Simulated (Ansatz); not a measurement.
**SiBr (bromosilane): methods side by side**

The species is SiBr (2 atoms), meant as a doublet with charge 0. As SMILES, `[Si]Br`. Geometry: relaxed at GFN2-xTB.

```xyz
2

Si    0.0000    0.0000    0.0000
Br    0.0000    0.0000    2.3426
```

Quantity: the energy change with the Si1–Br2 bond stretched from 2.343 to 5.857 Å, in eV. The values are calculated.

```csv
level,kind,program,value (eV),less FCI/STO-3G,CPU time (all runs)
USVWN5/STO-3G,LDA,Ansatz,5.01,+0.87,37 s
U-revPBE/STO-3G,GGA,Ansatz,4.53,+0.39,54 s
UPBE/STO-3G,GGA,Ansatz,4.68,+0.54,75 s
U-wB97X/STO-3G,range-separated hybrid,Ansatz,4.72,+0.58,86 s
UCAM-B3LYP/STO-3G,range-separated hybrid,Ansatz,4.77,+0.63,28 s
UB2PLYP/STO-3G,double hybrid,Ansatz,4.61,+0.47,18 s
UBCCD(T)/STO-3G,coupled cluster or CI,Ansatz,4.13,-0.01,4.1 s
UCCSD/STO-3G,coupled cluster or CI,Ansatz,4.10,-0.04,4 s
FCI/STO-3G,exact in the basis,Ansatz,4.14,0.00,5 s
```

FCI/STO-3G is exact within its basis and frozen core, so for wave-function methods in that basis the difference is their error; functionals converge differently with the basis, so for them it is only a difference. All-electron rows without a relativistic Hamiltonian named are non-relativistic. The first shape isn't each level's own minimum. The values span 4.10 to 5.01 eV. Spin contamination of the reference (⟨S²⟩ at least 0.1 too high) touches USVWN5/STO-3G, U-revPBE/STO-3G, UPBE/STO-3G, U-wB97X/STO-3G, UCAM-B3LYP/STO-3G, UB2PLYP/STO-3G, UBCCD(T)/STO-3G, UCCSD/STO-3G. All rows use very small basis sets, so none should be taken for the real molecule's value. In the correlated wave-function rows the outer d shell of Br is correlated, in sets not made for it. CPU times are rough (shared hosts, several kinds of processor and program).

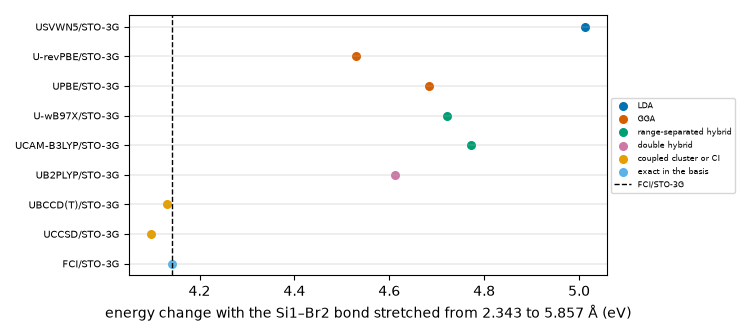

The values of the table, level by level.
